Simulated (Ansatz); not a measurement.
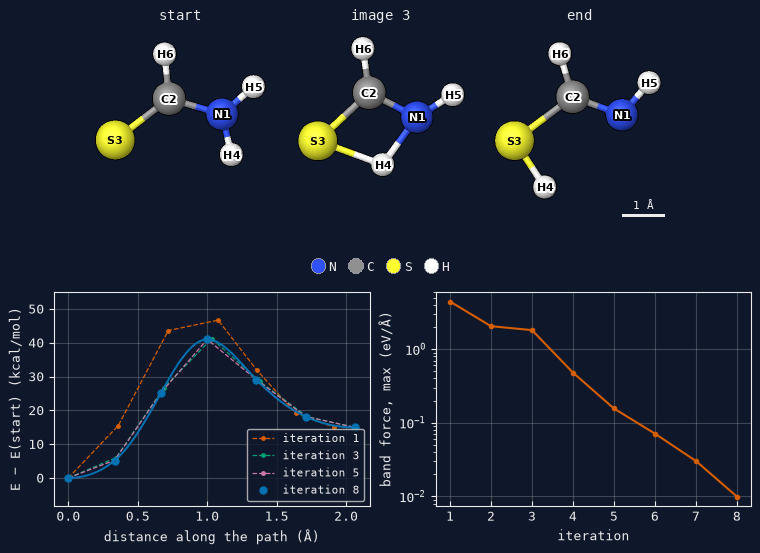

NEB run on CH3NS. Images are numbered from 0 (start) to 6 (end). The plot follows the band through its iterations. The picture is a ball-and-stick view, seen face on.

Theory: Ansatz, RKS r2SCAN/6-31G*. Set-up: 5 movable images; climbing image; force threshold 0.03 eV/Å; iteration limit 60; spring constant 20.0 eV/Å²; starting path through a guess of the saddle point.

Question: Did the band converge, and can the barrier be trusted?

Answer: The run is converged, with reservations. The band converged in 8 iterations. The largest component of the band force went from 4.4 to 0.0099 eV/Å. The climbing image converged on the top of the path. Its curvatures weren't checked. The first iteration put the highest image at 46.7 kcal/mol. Forward barrier 41.0 kcal/mol, backward barrier 26.0 kcal/mol, with image 3 at the top; the reaction energy is +14.9 kcal/mol.
